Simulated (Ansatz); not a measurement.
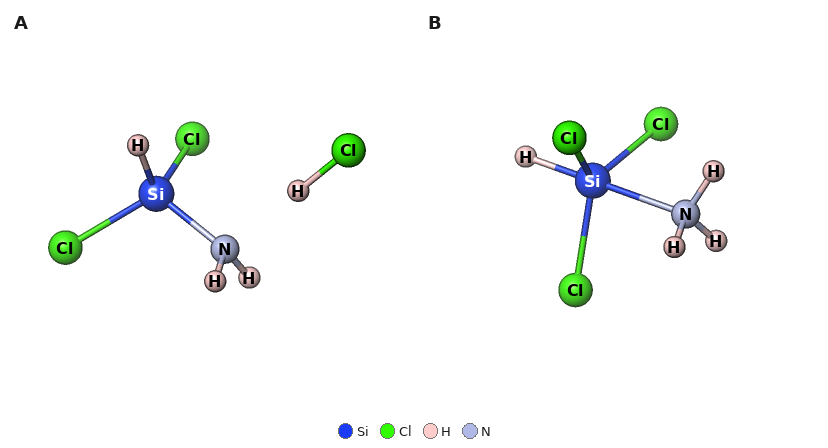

2 stationary structures of one formula. Geometries: PBE0-D4/def2-TZVP. Electronic energies: PBE-D4/def2-TZVPP (Ansatz 0.2.0), without zero-point energy. Each is one conformer, not always the lowest.

Question: Which structure is the most stable?

Answer: B is lowest (a minimum); A lies 29.5 kJ/mol above it (a minimum).
